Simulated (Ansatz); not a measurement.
**Profile along the Sc–Sc line in Sc (hcp, Mg type)**

Sc (hcp, Mg type), conventional cell a = b = 3.319 Å, c = 5.166 Å, α = β = 90.00°, γ = 120.00°. The calculation uses the primitive cell of 2 atoms, to which meshes and values per cell refer.

Fields along a shortest Sc–Sc line of a (1 -1 0 0) plane (3.32 Å), from Sc to Sc, interpolated on the slice's grid (step about 0.2 Å). Method: PBE (plane waves to 420 eV, PAW, scalar-relativistic; Ansatz, an electronic-structure program). k mesh 16×16×9. These are valence fields of a PAW run, semicore shells included where kept as valence: close to a nucleus they are smooth pseudo fields. Sc is run without spin polarisation. Sc was relaxed with its symmetry unable to fall. The PAW data are Ansatz's earlier set.

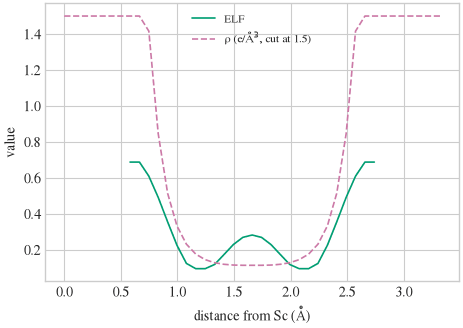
Figure: ELF (away from the nuclei) and valence density from Sc to Sc.

Density on the Sc–Sc line (3.32 Å) at its midpoint: 0.11 e/Å³. ELF at that point: 0.3.
